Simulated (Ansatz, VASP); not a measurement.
## Fe in two plane-wave programs

Aim: how closely do two programs agree when they are given the same cell, functional and k mesh? The cell is taken from a series of runs on this material, whose earlier steps may have relaxed or scaled it; both programs get it as it stands.

Program: Ansatz 0.2.0. Level of theory: plane waves, with VASP 6.6.1 beside it; single point at PBE. Results are calculated unless marked as measured.

**1. The starting structure**

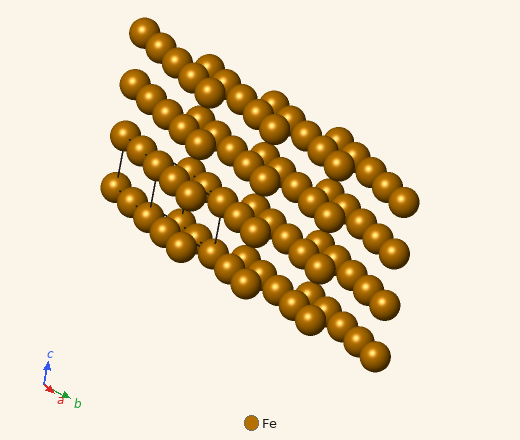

The starting structure, seen slightly off an axis (iron orange). 2×3×3 cells are drawn. Some periodic images of atoms are drawn too.

**2. Ansatz: single point, PBE**

Ansatz runs on its default PAW (the set named soft_2) files.

With cell and atoms fixed, the geometry can't cause a difference; cores, projectors, grids and the points listed under the comparison can.

File input.yaml:

```yaml
crystal:
  lattice:
    - [-2.886, 2.886, 2.886]
    - [0.0, 0.0, 2.886]
    - [0.0, 2.886, 0.0]
  atoms:
    - { symbol: Fe, position: [0.0, 0.0, 0.0], spin: 2.8 }
    - { symbol: Fe, position: [0.5, 0.0, 0.0], spin: -2.8 }
hamiltonian:
  xc: pbe
  pseudopotentials: { kind: paw }
magnetization:
  spin_polarized: true
kpoints:
  mp_grid: { grid: [11, 22, 22] }
scf:
  occupations: { method: fermi_dirac, width: 0.15 }
  n_extra_bands: 4
output:
  forces: true
  stress: true
  eigenvalues: true
```

Launch:

```sh
ansatz run input.yaml --threads 2 --pin off --max-ram 4608MiB --backend cpu --events-out ev --progress --plain --runs-dir out
```

Numbers of over 12 decimals in the logs are rounded to 6 here.

The log of the run:

```text
scf.n_extra_bands = 4 over 16 filled bands (N_el = 32.0): the run solves 20 bands
Engine: ansatz 0.2.0, aarch64-unknown-linux-gnu
Pseudopotentials: kind: paw
Pseudopotential: Fe, paw, valence charge 16, recommended cutoff 420 eV (normal), Fe.paw.azcp
Functional definition: PBE
  parameter kappa = 0.804
  parameter beta = 0.066725
  exchange = pbe_x(kappa = kappa, mu = beta*pi^2/3)
  correlation = pbe_c(beta = beta)
Crystal: 2 atoms, lattice volume = 24.037 Å³
Basis set: ecut = 420 eV, 461 PW (Γ), exchange–correlation on 72×40×40 points (8 copies of the dense FFT grid, shifted against one another)
Bands: 20, of which v1, the nominal top of the filled ones, is band 16 counted from 1 (15 counted from 0)
Symmetry: 48 space group operations
Space group: Pm-3m (ITA 221), of the structure as read, at distance tolerance 2.9e-5 Å
Magnetic group: BNS 221.97 (UNI 1599), of the structure as read, at distance tolerance 2.9e-5 Å
k-points: 182 of 5324
Non-local potential: Fe, projectors of the file, l = 0: 3, l = 1: 2, l = 2: 3, l = 3: 1
PAW form: soft (Blöchl's): semilocal exchange-correlation on the pseudo side does not see the compensation charge
PAW one-centre angular grid: Fe, 590 points (default); XC on 64 Gauss nodes
Initial density: superposition of atomic densities (chi_scale 0.1, normalization cell)
Starting moments: Σ|m| = 5.6 μB on 2 of 2 sites
Starting magnetic order: antiferromagnet; a translation exchanges its spin sublattices: spin-degenerate at every k-point
Initial wavefunctions: pseudopotential atomic-orbital guess
Functional: x = pbe(κ = 0.804, μ = 0.219515), c = pbe(β = 0.066725)
SCF iter   1: F=—  HF=-8960.278054 eV  |F-HF|=—  |Δ(HF+E_count)|=         —  Δρ=8.40e-2 (↑8.40e-2 ↓8.40e-2)  dr2=1.68e0  dr2_m=9.81e-1  M=0.000 μB ∫|m|=4.108 μB  β_m=0.30  ethr=3.10e-3  ⟨swp⟩=3.8  Hψ=13178  notcnv=0
Mixer restart at iter 1: flushing history
preconditioner: auto → none  [metal: Δε(μ)=0.007 eV  Ē_g=4.282 eV  σ=0.150 eV  W_gap=0.01  n_scr=6 (ndim 8)  ℏωp=30.3 eV  f_vac=0.000  D(μ)=5.19/eV (n_scr^D=92)  sad-step TF]
SCF iter   2: F=—  HF=-8959.549408 eV  |F-HF|=—  |Δ(HF+E_count)|=   7.29e-1  Δρ=3.78e-2 (↑3.78e-2 ↓3.78e-2)  dr2=2.42e-1  dr2_m=2.44e-1  M=0.000 μB ∫|m|=4.314 μB  β_m=0.41  ethr=3.10e-3  ⟨swp⟩=2.9  Hψ=7076  notcnv=0
SCF iter   3: F=—  HF=-8959.888726 eV  |F-HF|=—  |Δ(HF+E_count)|=   3.39e-1  Δρ=2.05e-2 (↑2.05e-2 ↓2.05e-2)  dr2=7.56e-3  dr2_m=9.05e-2  M=0.000 μB ∫|m|=4.224 μB  β_m=0.64  ethr=7.55e-4  ⟨swp⟩=1.8  Hψ=4094  notcnv=0
SCF iter   4: F=—  HF=-8960.197083 eV  |F-HF|=—  |Δ(HF+E_count)|=   3.08e-1  Δρ=1.71e-2 (↑1.71e-2 ↓1.71e-2)  dr2=1.12e-2  dr2_m=5.90e-2  M=0.000 μB ∫|m|=3.903 μB  β_m=0.82  ethr=2.36e-5  ⟨swp⟩=2.6  Hψ=7722  notcnv=0
SCF iter   5: F=—  HF=-8960.189541 eV  |F-HF|=—  |Δ(HF+E_count)|=   7.54e-3  Δρ=4.60e-3 (↑4.60e-3 ↓4.60e-3)  dr2=1.41e-3  dr2_m=4.22e-3  M=0.000 μB ∫|m|=3.735 μB  β_m=0.91  ethr=2.36e-5  ⟨swp⟩=2.0  Hψ=8052  notcnv=0
SCF iter   6: F=—  HF=-8960.190387 eV  |F-HF|=—  |Δ(HF+E_count)|=   8.46e-4  Δρ=2.23e-3 (↑2.23e-3 ↓2.23e-3)  dr2=3.46e-3  dr2_m=2.92e-6  M=0.000 μB ∫|m|=3.667 μB  β_m=0.95  ethr=4.41e-6  ⟨swp⟩=2.0  Hψ=5251  notcnv=0
SCF iter   7: F=—  HF=-8960.191725 eV  |F-HF|=—  |Δ(HF+E_count)|=   1.34e-3  Δρ=6.47e-4 (↑6.47e-4 ↓6.47e-4)  dr2=2.18e-4  dr2_m=1.25e-5  M=0.000 μB ∫|m|=3.721 μB  β_m=0.91  ethr=4.41e-6  ⟨swp⟩=2.0  Hψ=6409  notcnv=0
SCF iter   8: F=—  HF=-8960.191677 eV  |F-HF|=—  |Δ(HF+E_count)|=   4.78e-5  Δρ=6.41e-5 (↑6.41e-5 ↓6.41e-5)  dr2=1.76e-6  dr2_m=3.96e-7  M=0.000 μB ∫|m|=3.708 μB  β_m=0.96  ethr=6.83e-7  ⟨swp⟩=2.1  Hψ=5126  notcnv=0
SCF iter   9: F=—  HF=-8960.191679 eV  |F-HF|=—  |Δ(HF+E_count)|=   2.19e-6  Δρ=2.48e-5 (↑2.48e-5 ↓2.48e-5)  dr2=2.62e-7  dr2_m=4.36e-8  M=0.000 μB ∫|m|=3.708 μB  β_m=0.98  ethr=5.50e-9  ⟨swp⟩=2.0  Hψ=5481  notcnv=0
[...]
SCF 1 converged in 11 iterations: F = -8960.191680 eV  dr2 = 8.23e-11
  greatest PAW one-centre occupation: 1.001 electrons in one spin orbital (limit 2), on the Fe atom at site 1 (counted from 0), in its partial waves of l = 1
Initial density: read from a saved state, or passed on in memory by an earlier SCF of this step, an earlier step, the calling program or the single point that the run made first
Starting moments: Σ|m| = 5.6 μB on 2 of 2 sites; this step starts from the density that it was given
Initial wavefunctions: those read from a saved state, or passed on in memory by an earlier step or the calling program
the translation (0.5, 0, 0) carries every atom to within crystal.symmetry.tolerance of an atom of its element with the starting moment reversed, but both spin channels are solved: the run starts from a saved state that isn't shown to keep it, or this solve from the single point that its walk made first
[...]
preconditioner: auto → none  [metal: Δε(μ)=0.007 eV  Ē_g=3.965 eV  σ=0.150 eV  W_gap=0.01  n_scr=6 (ndim 8)  ℏωp=30.3 eV  f_vac=0.000  D(μ)=5.32/eV (n_scr^D=92)]
[...]
SCF 2 converged in 7 iterations: F = -8961.002547 eV  dr2 = 3.90e-9
  greatest PAW one-centre occupation: 1.001 electrons in one spin orbital (limit 2), on the Fe atom at site 0 (counted from 0), in its partial waves of l = 1
the translation (0.5, 0, 0) carries every atom to within crystal.symmetry.tolerance of an atom of its element with the starting moment reversed, but both spin channels are solved: the run starts from a saved state that isn't shown to keep it, or this solve from the single point that its walk made first
[...]
SCF iter   2: F=—  HF=-8960.191718 eV  |F-HF|=—  |Δ(HF+E_count)|=   3.84e-5  Δρ=9.97e-4 (↑9.97e-4 ↓9.93e-4)  dr2=6.70e-4  dr2_m=7.48e-5  M=0.034 μB ∫|m|=3.708 μB  ethr=3.13e-6  ⟨swp⟩=1.0  Hψ=27395  notcnv=0
SCF iter   3: F=—  HF=-8961.003572 eV  |F-HF|=—  |Δ(HF+E_count)|=   8.12e-1  Δρ=6.66e-3 (↑2.05e-3 ↓6.66e-3)  dr2=3.95e-3  dr2_m=2.96e-3  M=4.495 μB ∫|m|=4.737 μB  ethr=2.79e-6  ⟨swp⟩=1.0  Hψ=30351  notcnv=0
SCF iter   4: F=—  HF=-8961.003216 eV  |F-HF|=—  |Δ(HF+E_count)|=   3.56e-4  Δρ=5.31e-3 (↑2.53e-3 ↓5.31e-3)  dr2=1.51e-2  dr2_m=4.76e-4  M=4.536 μB ∫|m|=4.793 μB  ethr=3.13e-6  ⟨swp⟩=1.0  Hψ=25994  notcnv=0
this SCF's setup event announced max_iter 4: a cap that the engine derives, which gives way to 182 iterations because this look along open shells stands lower than the state that it set out from. From here on the SCF can send more iterations than it announced.
SCF iter   5: F=—  HF=-8961.002584 eV  |F-HF|=—  |Δ(HF+E_count)|=   6.31e-4  Δρ=1.41e-3 (↑3.60e-4 ↓1.41e-3)  dr2=8.41e-4  dr2_m=6.30e-5  M=4.543 μB ∫|m|=4.803 μB  ethr=3.13e-6  ⟨swp⟩=1.0  Hψ=16039  notcnv=0
SCF iter   6: F=—  HF=-8961.002547 eV  |F-HF|=—  |Δ(HF+E_count)|=   3.72e-5  Δρ=6.63e-5 (↑6.63e-5 ↓5.09e-5)  dr2=8.96e-7  dr2_m=4.45e-7  M=4.544 μB ∫|m|=4.804 μB  ethr=3.13e-6  ⟨swp⟩=1.0  Hψ=16016  notcnv=0
SCF iter   7: F=-8961.002547 eV  HF=-8961.002547 eV  |F-HF|=1.34e-8  |Δ(HF+E_count)|=   2.80e-8  Δρ=7.39e-6 (↑7.39e-6 ↓4.51e-6)  dr2=1.18e-8  dr2_m=3.51e-9  M=4.544 μB ∫|m|=4.804 μB  ethr=3.13e-10  ⟨swp⟩=2.0  Hψ=19047  notcnv=0
SCF iter   8: F=-8961.002547 eV  HF=-8961.002547 eV  |F-HF|=1.37e-8  |Δ(HF+E_count)|=  8.73e-11  Δρ=7.51e-6 (↑7.51e-6 ↓4.51e-6)  dr2=1.20e-8  dr2_m=3.57e-9  M=4.544 μB ∫|m|=4.804 μB  ethr=3.68e-11  ⟨swp⟩=1.0  Hψ=23815  notcnv=0
SCF 3 converged in 8 iterations: F = -8961.002547 eV  dr2 = 1.20e-8
the translation (0.5, 0, 0) carries every atom to within crystal.symmetry.tolerance of an atom of its element with the starting moment reversed, but both spin channels are solved: the run starts from a saved state that isn't shown to keep it, or this solve from the single point that its walk made first
iter 1 solved again at ethr=3.75e-11 eV; its pass at ethr=3.10e-3 eV (dr2=1.20e-8 eV) is discarded
SCF iter   1: F=—  HF=-8961.002547 eV  |F-HF|=—  |Δ(HF+E_count)|=         —  Δρ=7.51e-6 (↑7.51e-6 ↓4.51e-6)  dr2=1.21e-8  dr2_m=3.58e-9  M=4.544 μB ∫|m|=4.804 μB  β_m=0.30  ethr=3.75e-11  ⟨swp⟩=1.0  Hψ=28842  notcnv=0
preconditioner: auto → none  [metal: Δε(μ)=0.002 eV  Ē_g=4.436 eV  σ=0.150 eV  W_gap=0.00  n_scr=6 (ndim 8)  ℏωp=30.3 eV  f_vac=0.000  D(μ)=1.98/eV (n_scr^D=26)]
SCF iter   2: F=-8961.002547 eV  HF=-8961.002547 eV  |F-HF|=1.69e-8  |Δ(HF+E_count)|=   1.84e-9  Δρ=9.20e-6 (↑2.80e-6 ↓9.20e-6)  dr2=1.94e-8  dr2_m=6.16e-9  M=4.544 μB ∫|m|=4.804 μB  ethr=3.75e-11  ⟨swp⟩=3.2  Hψ=20677  notcnv=0
SCF 4 converged in 2 iterations: F = -8961.002547 eV  dr2 = 1.94e-8
WARN: the starting moments were not kept: 1 of 2 ended reversed and 1 kept their direction, counting a site from 0.1 of the cell's largest site moment. The largest reversed, site 1 (counted from 0, in the order of the report's site_moments_mub), started with -2.8 μB and closes at +2.3e0 μB in its sphere. The starting moments cancel, and the net magnetisation is 4.6e0 μB in size, over 0.1 of its absolute magnetisation [...]
SCF converged after 2 iterations
Magnetization: 4.5440 μB (18.2720 up, 13.7280 down)
Absolute magnetization: 4.8043 μB (∫|ρ↑−ρ↓|, with the PAW one-centre terms)
Spin contamination: 0.0868 ħ² per cell (⟨S²⟩ above its minimum at these occupations)
Per-site moments (μB) at R_I (Å): [(2.327487, 1.030982), (2.327519, 1.030982)]
Free energy (F): -8961.002547 eV
Harris-Foulkes:  -8961.002547 eV  (|F-HF|=1.69e-8)
Internal energy: -8960.851270 eV  (E = F + TS)
E sigma→0 (E₀):  -8960.926909 eV
Entropy (-TS):   -0.151277 eV (-75.639 meV/atom)
Fermi energy:    17.313327 eV
--- Per-component energies (eV) ---
  E_band       = -459.473458
  E_kinetic    = 697.646677
  E_local      = -4266.657991  (includes V_loc(G=0)·N_el)
  E_nonlocal   = 438.579151
  E_hartree    = 1785.829613
  E_xc         = -234.561858
  E_vxc        = -301.954835  (∫ρ·V_xc dr)
  E_paw        = -2733.268717  (= ΣΔE_a)
  E_vpaw       = -598.750997  (= ΣTr[D̂ρ^β])
  E_aug_tail   = 0.001780  (compensation charges beyond the density's cutoff)
  E_ewald      = -4648.419924
  E_smearing   = -0.151277  (= −TS)
  E_closure    = 0.000000  (closes the sum)
  Σ components = -8961.002547   (vs F -8961.002547, Δ=0.00e0)
--- Forces (eV/Å), atoms counted from 1 ---
  atom   1  Fe     0.00000000    -0.00000000     0.00000000
  atom   2  Fe    -0.00000000    -0.00000000     0.00000000
  max |Σ_I F_I| component: 3.00e-29 eV/Å
--- Stress (GPa, compression-positive) ---
       -8.722980       0.000000      -0.000000
       -0.000000      -8.722980       0.000000
       -0.000000       0.000000      -8.722980
  P = ⅓ Tr σ = -8.7230 GPa (-87.230 kbar)
--- Band table (eV; the first three rows and the last of 364) ---
  k-point 0 ↑: bands = [... 12 lower, 15.0763, 15.0763, 16.1983, 16.1983, 17.3222, 17.3222, 17.3222, 26.7172]
  k-point 1 ↑: bands = [... 12 lower, 15.0751, 15.1191, 16.1761, 16.1999, 17.2263, 17.2539, 17.3272, 26.4101]
  k-point 2 ↑: bands = [... 12 lower, 15.0667, 15.2453, 16.1198, 16.2052, 16.9597, 17.0578, 17.3418, 25.6573]
  k-point 181 ↓: bands = [... 12 lower, 15.7362, 15.7362, 19.3004, 19.3004, 19.3104, 19.3104, 25.6032, 25.6032]
```

The column dr2 measures how far the density is from self-consistency, as an energy; F and HF (Harris–Foulkes) agree once it is small.

The run ends at a pressure of -8.72 GPa.

**3. VASP: single point, PBE**

The same cell, functional, mesh and smearing now go to VASP, with its own data sets and cutoff.

Lines of VASP's logs that name or quote its potential files are left out, and so is its time.

File INCAR:

```
SYSTEM = Fe
PREC = Accurate
ENCUT = 510
EDIFF = 1E-06
NELM = 100
ISMEAR = -1
SIGMA = 0.15
LREAL = .FALSE.
ALGO = Normal
GGA = PE
NBANDS = 23
ISPIN = 2
MAGMOM = 2.33 2.33
LMAXMIX = 4
LORBIT = 11
LWAVE = .FALSE.
LCHARG = .FALSE.
KPAR = 2
ISIF = 2
```

File POSCAR:

```
Fe
1.0
   -2.8860000000      2.8860000000      2.8860000000
    0.0000000000      0.0000000000      2.8860000000
    0.0000000000      2.8860000000      0.0000000000
Fe
2
Direct
    0.0000000000      0.0000000000      0.0000000000
    0.5000000000      0.0000000000      0.0000000000
```

File KPOINTS:

```
Automatic mesh
0
Gamma
11 22 22
0 0 0
```

PAW data sets: Fe_sv_GW (PBE family, release 64).

Launch:

```sh
mpirun -np 2 vasp_std
```

The log of the run:

```text
[banner, memory and clock lines left out]
running    2 mpi-ranks, on    1 nodes
 distrk:  each k-point on    1 cores,    2 groups
 distr:  one band on    1 cores,    1 groups

 POSCAR found type information on POSCAR Fe
 POSCAR found :  1 types and       2 ions
 LDA part: xc-table for (Slater+PW92), standard interpolation
 POSCAR, INCAR and KPOINTS ok, starting setup
 FFT: planning ... GRIDC
 FFT: planning ... GRID_SOFT
 FFT: planning ... GRID
 WAVECAR not read
 entering main loop
       N       E                     dE             d eps       ncg     rms          rms(c)
DAV:   1     0.531452098596E+03    0.53145E+03   -0.16532E+04 24608   0.363E+03
DAV:   2     0.291333805423E+02   -0.50232E+03   -0.47618E+03 27061   0.122E+03
DAV:   3    -0.217531165137E+02   -0.50886E+02   -0.49162E+02 32609   0.427E+02
DAV:   4    -0.239620782627E+02   -0.22090E+01   -0.21429E+01 27945   0.632E+01
DAV:   5    -0.240311523285E+02   -0.69074E-01   -0.69038E-01 27282   0.111E+01    0.292E+01
DAV:   6    -0.199018229785E+02    0.41293E+01   -0.33702E+01 24908   0.291E+02    0.104E+01
DAV:   7    -0.191381684051E+02    0.76365E+00   -0.63105E+00 26352   0.130E+02    0.725E+00
DAV:   8    -0.190470423888E+02    0.91126E-01   -0.25410E-01 29681   0.114E+01    0.183E+00
DAV:   9    -0.190572450567E+02   -0.10203E-01   -0.18053E-02 27498   0.343E+00    0.481E-01
DAV:  10    -0.190575692529E+02   -0.32420E-03   -0.33222E-03 32063   0.174E+00    0.274E-01
DAV:  11    -0.190576906656E+02   -0.12141E-03   -0.47125E-04 27266   0.787E-01    0.103E-01
DAV:  12    -0.190577159177E+02   -0.25252E-04   -0.20684E-04 30204   0.551E-01    0.613E-02
DAV:  13    -0.190576950084E+02    0.20909E-04   -0.65197E-05 29144   0.363E-01    0.131E-02
DAV:  14    -0.190576960081E+02   -0.99963E-06   -0.28268E-06 17724   0.812E-02
   1 F= -.19057696E+02 E0= -.18981578E+02  d E =-.152236E+00  mag=     4.6063
```

[end of part 1 of 2]

[Lines on the potential files, build, host, timing and source positions are cut from VASP's logs without a mark.]

[Logs are printed without paths, hosts, clocks, repeated set-up lines and the standing remarks that a program may print on its own settings, such as how far it seeks lower states.]

[Hosts, paths, dates, database ids (printed as entryN), source tags and the programs' standing remarks are cut or masked in the printed files.]
